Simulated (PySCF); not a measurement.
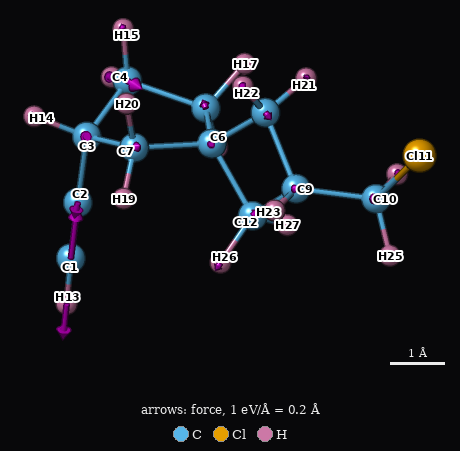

Starting geometry of C11H15Cl with the computed forces as purple arrows. Style: ball-and-stick. Shown at a tilt.

The start comes from GFN2-xTB. Its atoms were then displaced at random by about 0.01 Å.

The calculation used PBE0-D3(BJ)/def2-SVP geometry optimisation, gas phase in PySCF 2.14.0, density-fitted response routines. 

Q: Is this structure relaxed? If not, where do the atoms go?

A: It isn't relaxed: the largest force vector, on a C atom, is 5.70 eV/Å. The final displacements have little in common with the starting forces (cosine between the two patterns 0.06). The largest move after the best rigid fit is that of the Cl atom, 0.39 Å. Largest moves by element: Cl 0.39 Å, H 0.37 Å, C 0.26 Å. Among the contacts that change: C–H 0.994 → 1.074 Å, C–H 1.066 → 1.099 Å, C–C 1.504 → 1.536 Å, C–C 1.553 → 1.531 Å. Bond angles that change, for instance: C–C–H 114.1° → 110.7°, C–C–H 114.6° → 111.4°, C–C–C 104.1° → 101.1°. The energy falls by 0.347 eV in 12 geometry steps. Cost: 3.9 min on 2 threads of Intel(R) Xeon(R) Gold 6455B, with other jobs on the host.
